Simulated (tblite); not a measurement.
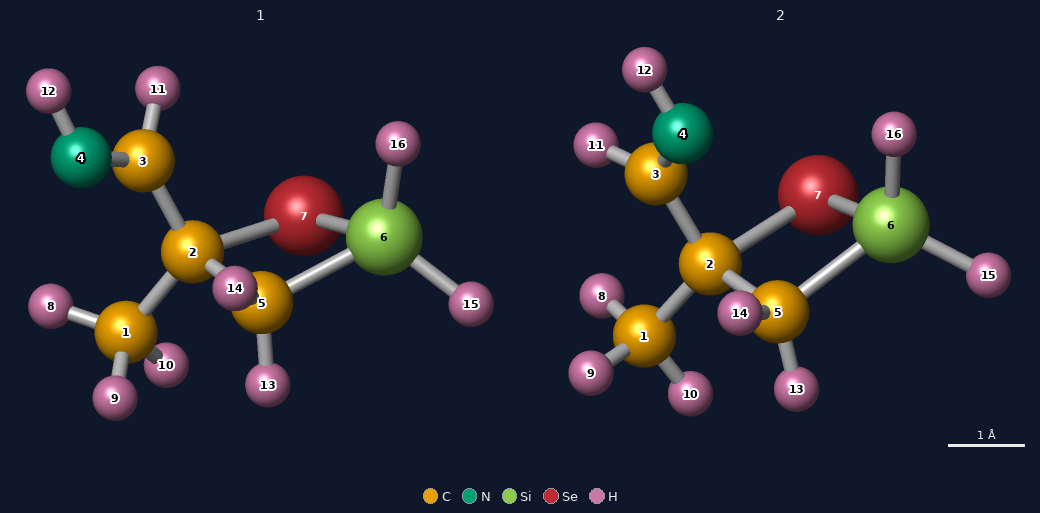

Two geometries of C₄H₉NSeSi, drawn at one scale. One is the start of a relaxation, the other its converged end. The picture is a ball-and-stick view, seen from a free direction.

Theory: GFN2-xTB geometry optimisation, gas phase (tblite). 

**Which one is relaxed?**

Structure 2 is the relaxed one. After 128 geometry steps the energy has fallen by 88.8 kJ/mol. The atom that moves furthest after the best rigid fit is H11 (1.32 Å). Largest moves by element: H 1.32 Å, N 1.13 Å, Se 0.29 Å, Si 0.27 Å, C 0.20 Å. Near-neighbour distances that change, for instance: C2–Se7 1.953 → 2.063 Å, Si6–Se7 2.267 → 2.317 Å, C5–Si6 1.853 → 1.898 Å, C1–H10 1.121 → 1.088 Å. Among the angles between lasting bonds that change: C3–C2–Se7 110.6° → 100.2°, N4–C3–H11 116.3° → 125.1°, Si6–C5–H14 108.6° → 117.3°. Groups turn about C2–C3 by about 75°, C1–C2 by about 40°. The run took 0.85 s on 1 thread of Arm Neoverse V2, with other jobs on the host.
